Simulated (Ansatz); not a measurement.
**C₂F₂HfN₂O₂ (SMILES O=C=[N][Hf]([F])([F])[N]=C=O): density, localisation and related maps**

Input file:

```
crystal:
  periodic: [false, false, false]
  atoms:
    - {symbol: C, position_ang: [2.750940, -0.406743, -0.278122]}
    - {symbol: C, position_ang: [-2.273138, -0.828095, 1.399029]}
    - {symbol: F, position_ang: [-0.843636, 0.400385, -2.425715]}
    - {symbol: F, position_ang: [-0.304812, 2.567443, -0.268328]}
    - {symbol: Hf, position_ang: [-0.271173, 0.700997, -0.636284]}
    - {symbol: "N", position_ang: [1.617342, -0.000671, -0.403135]}
    - {symbol: N, position_ang: [-1.514906, -0.263331, 0.642926]}
    - {symbol: O, position_ang: [3.839772, -0.798140, -0.156694]}
    - {symbol: O, position_ang: [-3.000380, -1.371835, 2.126323]}
basis:
  gaussian: {orbitals: def2-SVPD}
output: {forces: true, orbitals: {seedname: orbitals}}
hamiltonian: {xc: pbe0}
```

Launched as:

```sh
ansatz run input.yaml --threads 2 --pin off --max-ram 6090MiB --events-out events.jsonl --progress --plain --runs-dir runs
```

Geometry: PBE0-D4/def2-SVP; core potentials replace the inner electrons of Hf.

The calculation used isolated molecule in a Gaussian basis; Kohn-Sham density functional theory, functional PBE0 in Ansatz.

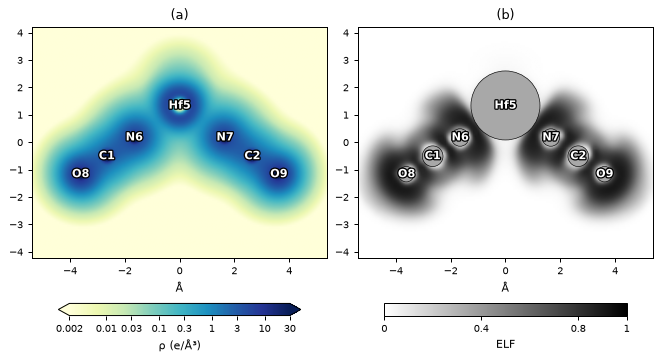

Figure 1. (a) electron density; (b) ELF on the plane of atoms N6, Hf5 and N7. Grey discs cover the atomic cores in the ELF map.

Describe what can be read from this map.

Answer.
- Atoms in the plane: C, Hf, N and O.
- C–O (1.16 Å): the density is about 3.6 e/Å³ at the midpoint; the ELF peaks at about 0.85 between the atoms: a multiple bond.
- C–N (1.21 Å): ρ at the midpoint is about 3 e/Å³; the ELF peaks at about 0.85 between the atoms; a multiple bond.
- Hf–N (2.03 Å): the density is about 0.75 e/Å³ at the midpoint; the ELF peaks at about 0.85 in the valence shell of N, 0.6 Å from its nucleus, and drops to about 0.20 between the two atoms.
- The ELF also peaks beside O9 and O8, away from the bonds: lone-pair regions.

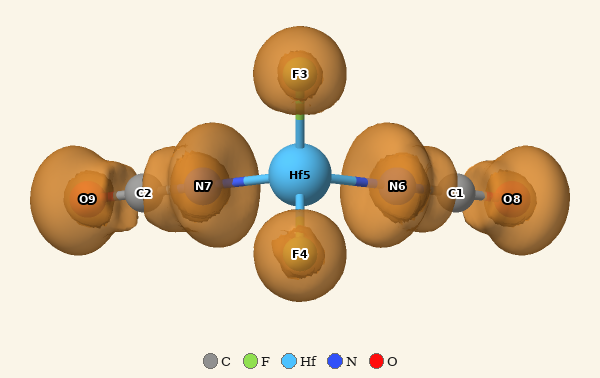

Figure 2. Isosurface of the electron localisation function at 0.75 (orange), seen from one side. Only the valence region is drawn (cores and ρ < 0.01 e/Å³ removed).

What do the ELF domains correspond to?

Answer. The surface consists of two regions on N in which the atom's valence shell and bonds are merged, two regions on O in which the atom's valence shell and bonds are merged and two regions wrapped around F (the valence shell of each).

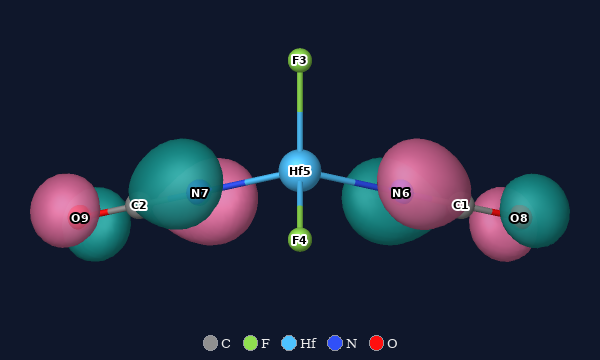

Figure 3. The HOMO at ±0.15 Å⁻³ᐟ² (teal and pink are the two phases), seen from one side.

Where does this orbital lie, and at what energy?

Answer. It lies mainly on N7 (about 25 %), N6 (about 25 %), O8 (about 15 %), O9 (about 15 %), C2 (about 5 %) and C1 (about 5 %); largely a combination of lone pairs on N7, N6, O8 and O9. Its energy is −9.27 eV.

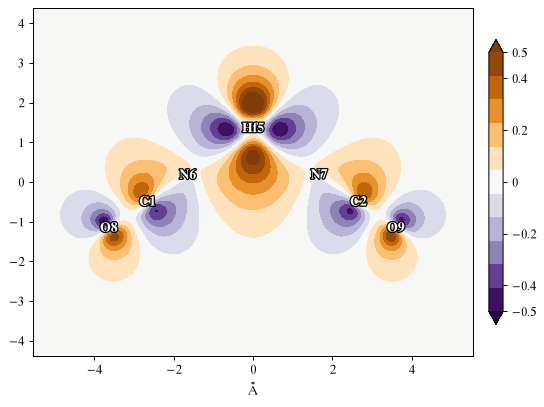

Figure 4. The LUMO on the plane of atoms N6, Hf5 and N7 (values in Å⁻³ᐟ²; the overall sign is arbitrary).

Where does this orbital lie, and at what energy?

Answer. By Hirshfeld shares it lies mainly on Hf5 (about 55 %), C1 (about 10 %), C2 (about 10 %), N6 (about 5 %) and N7 (about 5 %). Its energy is −2.01 eV.
